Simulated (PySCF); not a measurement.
**doublet [GeH2]+: levels of theory compared**

Wanted: a comparison of 6 runs (RPA/ccECP-cc-pVDZ, RPA@PBE/ccECP-cc-pVDZ, UCCSDT/ccECP-cc-pVDZ, UCISD/ccECP-cc-pVDZ, ROCCSD(T)/ccECP-cc-pVDZ, UCCSD(T)/ccECP-cc-pVDZ) of doublet [GeH2]+. The job is set up through a Python script.

Program for the calculation: PySCF 2.14.0.

## Step 1: The system as given

[GeH2]+: 3 atoms, total charge +1, spin state doublet. SMILES of the parent species: `[GeH2]`. The coordinates come from a PBE0-D4/def2-TZVP relaxation. That shape belongs to the parent species and isn't relaxed for this state.

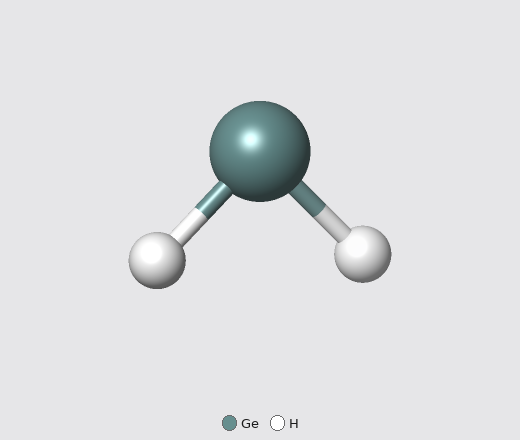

The structure, seen from a chosen angle (germanium teal, hydrogen white).

## Step 2: The energy at RPA/ccECP-cc-pVDZ (core potential) (run 1)

mol.xyz reads:

```xyz
3

Ge    -0.570100     0.405100    -0.263700
H      0.783000     0.743600     0.509000
H     -0.212900    -1.148700    -0.245300
```

calc.py reads:

```python
from pyscf import gto
from pyscf.gw.urpa import URPA

molecule = gto.M(
    atom='mol.xyz',
    ecp={'Ge': 'ccecp', 'H': 'ccecp'},
    max_memory=1860,
    charge=1,
    basis='ccecp-cc-pvdz',
    spin=1,
    verbose=3,
)

calc0 = molecule.UHF()
calc0.conv_tol = 1e-10
calc0.kernel()
if not calc0.converged:
    calc0 = calc0.newton().run(calc0.mo_coeff, calc0.mo_occ)

rpa = URPA(calc0)
rpa.kernel()
e_exx = calc0.e_tot
e_tot = e_exx + rpa.e_corr
print('E = %.10f Eh' % e_tot)
```

On the command line:

```
$ OMP_NUM_THREADS=1 python calc.py
```

Standard output:

```text
converged SCF energy = -4.50125430669101  <S^2> = 0.76576426  2S+1 = 2.0157026

WARN: Even tempered Gaussians are generated as DF auxbasis for  Ge H

E(URPA) = -4.60025586204627  E_corr = -0.0990018629434908  E_hf = -4.50125399910278
E = -4.6002561696 Eh
```

Run time: 0.95 s. Hardware: 1 thread of Arm Neoverse V1, shared host; peak memory 0.12 GiB.

## Step 3: A single-point energy at RPA@PBE/ccECP-cc-pVDZ (core potential) (run 2)

run.py reads:

```python
from pyscf import gto, dft
from pyscf.gw.urpa import URPA

molecule = gto.M(
    atom='Ge -0.570100 0.405100 -0.263700; H 0.783000 0.743600 0.509000; H -0.212900 -1.148700 -0.245300',
    basis='ccecp-cc-pvdz',
    spin=1,
    max_memory=1860,
    ecp='ccecp',
    charge=1,
    verbose=4,
)

ks = dft.UKS(molecule, xc='pbe')
ks.conv_tol = 1e-10
ks.grids.level = 5
ks.kernel()
if not ks.converged:
    ks = ks.newton().run(ks.mo_coeff, ks.mo_occ)

rpa = URPA(ks)
rpa.kernel()
e_exx = ks.to_hf().energy_tot(ks.make_rdm1())
etot = e_exx + rpa.e_corr
print('Final energy', etot)
```

On the command line:

```
$ OMP_NUM_THREADS=1 python run.py
```

Standard output:

```text
PySCF version 2.14.0

[... 96 lines left out ...]
converged SCF energy = -4.62558691186144  <S^2> = 0.75252182  2S+1 = 2.0025202
[... 9 lines left out ...]
WARN: Even tempered Gaussians are generated as DF auxbasis for  Ge H
[... 9 lines left out ...]
Final energy -4.650502508711324
```

Wall time 2.9 s (1 thread of Arm Neoverse V1, shared host); peak memory 0.19 GiB.

Run 3 isn't shown in full; the table further down has it.

## Step 4: The energy at UCISD/ccECP-cc-pVDZ (core potential) (run 4)

job.py reads:

```python
from pyscf import gto, scf, ci

mol = gto.M(
    atom='Ge -0.570100 0.405100 -0.263700; H 0.783000 0.743600 0.509000; H -0.212900 -1.148700 -0.245300',
    basis='ccecp-cc-pvdz',
    verbose=3,
    ecp='ccecp',
    spin=1,
    max_memory=1860,
    charge=1,
)

mf = scf.UHF(mol)
mf.conv_tol = 1e-10
mf.kernel()
if not mf.converged:
    mf = mf.newton().run(mf.mo_coeff, mf.mo_occ)

cisd = ci.CISD(mf)
cisd.kernel()
e_final = cisd.e_tot
print('E(%s) = %.9f' % ('CISD', e_final))
```

On the command line:

```
$ OMP_NUM_THREADS=1 python job.py
```

Standard output:

```text
converged SCF energy = -4.50125430669101  <S^2> = 0.76576426  2S+1 = 2.0157026
E(UCISD) = -4.582673153050569  E_corr = -0.0814188463595556
E(CISD) = -4.582673153
```

It took 0.89 s on 1 thread of Arm Neoverse V1, shared host; peak memory 0.12 GiB.

Run 5 isn't shown in full; the table further down has it.

## Step 5: A single-point energy at UCCSD(T)/ccECP-cc-pVDZ (core potential) (run 6)

calc.py reads:

```python
from pyscf import gto, scf, cc

system = gto.Mole()
system.atom = [
    ('Ge', (-0.570100, 0.405100, -0.263700)),
    ('H', (0.783000, 0.743600, 0.509000)),
    ('H', (-0.212900, -1.148700, -0.245300)),
]
system.charge = 1
system.verbose = 4
system.max_memory = 1860
system.ecp = 'ccecp'
system.spin = 1
system.basis = 'ccecp-cc-pvdz'
system.build()

hf = scf.UHF(system)
hf.conv_tol = 1e-10
hf.kernel()
if not hf.converged:
    hf = hf.newton().run(hf.mo_coeff, hf.mo_occ)

mycc = cc.CCSD(hf)
mycc.kernel()
e_t = mycc.ccsd_t()
e_tot = mycc.e_tot + e_t
print('E(%s) = %.9f' % ('CCSD(T)', e_tot))
```

On the command line:

```
$ OMP_NUM_THREADS=1 python calc.py
```

Standard output:

```text
PySCF version 2.14.0

[... 79 lines left out ...]
converged SCF energy = -4.50125430669101  <S^2> = 0.76576426  2S+1 = 2.0157026
[... 11 lines left out ...]
Init t2, MP2 energy = -0.0617386754684132
[... 12 lines left out ...]
UCCSD converged
[... 2 lines left out ...]
E(CCSD(T)) = -4.586187829
```

It took 1.1 s on 1 thread of Arm Neoverse V1, shared host; peak memory 0.12 GiB.

## Step 6: Overview of the runs

```tsv
run	level	integration grid	energy (Eh)	HOMO energy (eV)	LUMO energy (eV)	correlation energy (mEh)	wall time
1	RPA/ccECP-cc-pVDZ (core potential)	–	-4.600256	-18.54	-7.93	-99.0	0.95 s
2	RPA@PBE/ccECP-cc-pVDZ (core potential)	5	-4.650503	-14.50	-12.68	-157.4	2.9 s
3	UCCSDT/ccECP-cc-pVDZ (core potential)	–	-4.586797	-18.54	-7.93	-85.5	2.9 s
4	UCISD/ccECP-cc-pVDZ (core potential)	–	-4.582673	-18.54	-7.93	-81.4	0.89 s
5	ROCCSD(T)/ccECP-cc-pVDZ (core potential)	–	-4.586182	–	–	-87.9	1.1 s
6	UCCSD(T)/ccECP-cc-pVDZ (core potential)	–	-4.586188	-18.54	-7.93	-84.9	1.1 s
```

## Step 7: What came out

```
                                                         quantity        value
                                              run 6: total energy  -4.58619 Eh
run 6: HOMO energy (Hartree–Fock orbitals) (highest over α and β)    -18.54 eV
 run 6: LUMO energy (Hartree–Fock orbitals) (lowest over α and β)     -7.93 eV
                                        run 6: correlation energy    -84.9 mEh
                                            run 6: (T) correction    -1.62 mEh
                                                      run 6: ⟨S²⟩        0.766
                                             run 6: T1 diagnostic        0.018
```

In words: All runs together took 9.8 s, the longest 2.9 s.
